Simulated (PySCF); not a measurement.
System: C5H13AlN2 (SMILES C[N+](C)([AlH3-])CCC#N).

```yaml
atoms:
  - { symbol: C, position_ang: [-1.0211, 1.0567, -1.2672] }
  - { symbol: N, position_ang: [-0.4821, 0.0689, -0.3180] }
  - { symbol: C, position_ang: [-0.6159, -1.2813, -0.8830] }
  - { symbol: Al, position_ang: [-1.6669, 0.1873, 1.4027] }
  - { symbol: C, position_ang: [0.9254, 0.4163, -0.0442] }
  - { symbol: C, position_ang: [1.5756, -0.4039, 1.0681] }
  - { symbol: C, position_ang: [2.9767, -0.0365, 1.2170] }
  - { symbol: N, position_ang: [4.0895, 0.2661, 1.3089] }
  - { symbol: H, position_ang: [-0.9999, 2.0544, -0.8076] }
  - { symbol: H, position_ang: [-0.4231, 1.0713, -2.1952] }
  - { symbol: H, position_ang: [-2.0619, 0.8036, -1.5045] }
  - { symbol: H, position_ang: [-0.0545, -1.3694, -1.8296] }
  - { symbol: H, position_ang: [-1.6786, -1.4839, -1.0729] }
  - { symbol: H, position_ang: [-0.2550, -2.0317, -0.1691] }
  - { symbol: H, position_ang: [-1.1348, 1.5958, 1.9712] }
  - { symbol: H, position_ang: [-3.1160, 0.1425, 0.7138] }
  - { symbol: H, position_ang: [-1.1973, -1.1328, 2.1919] }
  - { symbol: H, position_ang: [1.5096, 0.3125, -0.9774] }
  - { symbol: H, position_ang: [0.9476, 1.4772, 0.2437] }
  - { symbol: H, position_ang: [1.5263, -1.4845, 0.8641] }
  - { symbol: H, position_ang: [1.0572, -0.2413, 2.0265] }
```

Geometry: PBE0-D3(BJ)/def2-SVP.

The calculation used PBE0/pcSseg-1, SCF density, gas phase, non-relativistic in PySCF.

What can the converged electron density and electron localisation function tell about the bonding?

C–N (1.16 Å): ρ is about 3.5 e/Å³ halfway; the ELF peaks at about 0.85 between the atoms; a multiple bond.
C–C (1.46 Å): the density is about 1.8 e/Å³ at the midpoint; the ELF peaks at about 0.95 between the atoms; localised, covalent bonding.
C–H (1.10 Å): the density is about 2 e/Å³ at the midpoint; the ELF climbs to about 1 towards the hydrogen, as it does in any bond to H (a covalent bond by its length).
C–C (1.53 Å): ρ at the midpoint is about 1.6 e/Å³; the ELF peaks at about 0.95 between the atoms; a covalent bond.

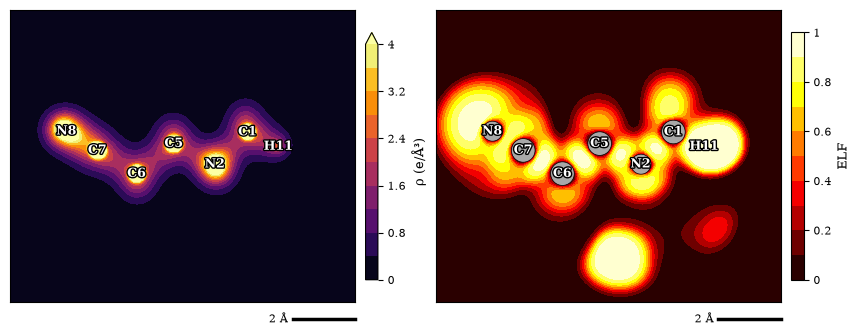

Computed electron density and electron localisation function on the plane of atoms C5, C6 and C7, in this order. Grey discs cover the atomic cores in the ELF map. 
